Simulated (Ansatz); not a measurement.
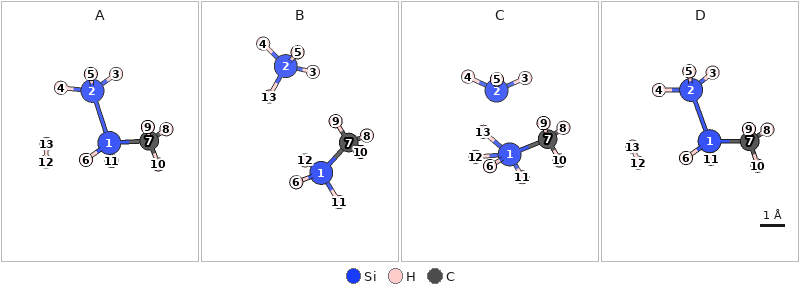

4 geometries from a converged minimum-energy path of CH10Si2, made up at the start of CH₈Si₂ and H2, shuffled. A ball-and-stick model, seen at a tilt.

The calculation used Ansatz 0.2.0, RKS PBE/6-31G*. Settings: 5 movable images; climbing image; force threshold 0.05 eV/Å; iteration limit 60; starting path through a guess of the saddle point.

Question: Which frame is the transition state?

Answer: C. In order along the path, whose images run from 0 to 6: D (image 0, 0.00 eV), A (image 1, +0.04 eV), C (image 3, +2.97 eV), B (image 6, −0.11 eV). Breaking: H12–H13 (0.75 → 1.13 at the top → 3.26 Å), Si1–Si2 (2.35 → 2.79 at the top → 4.81 Å). Forming: Si1–H12 (4.03 → 1.72 at the top → 1.50 Å), Si2–H13 (3.93 → 1.89 at the top → 1.50 Å).

Limits of the set-up: the start holds two separate molecules, 2.9 Å apart at their closest, whose relative position is a soft coordinate and is computed without a dispersion correction.
